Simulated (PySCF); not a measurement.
Sn(Me)(NH2), CH5NSn, SMILES [CH3][Sn][NH2] at its PBE0/def2-SVP optimised geometry (Å):

```
8

Sn    -0.8279    -0.8182     0.0000
C      1.3829    -0.8182     0.0000
H      1.7915    -1.8355     0.0930
H      1.7641    -0.2075     0.8350
H      1.7552    -0.3789    -0.9406
N     -0.9215     1.2096     0.0000
H     -0.1210     1.8355     0.0010
H     -1.7915     1.7323    -0.0073
```

Level of theory: PBE0/def2-TZVP, def2 effective core potentials past Kr run with PySCF. The core electrons that the potentials of Sn replace are not part of the density. Cells within 0.4 Å of a nucleus heavier than hydrogen are left out (blank, or x).

Map of the deformation density (molecule minus spherical neutral atoms) (e/bohr³) on the plane z = 0.0 Å:

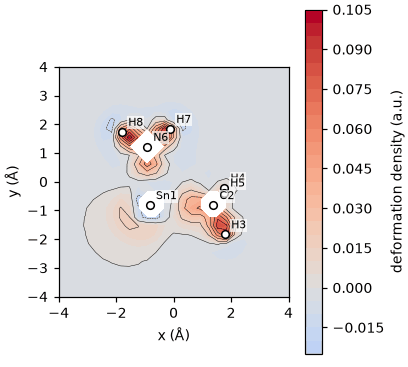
*Deformation density (molecule minus spherical neutral atoms) (e/bohr³) on the plane z = 0.0 Å.*
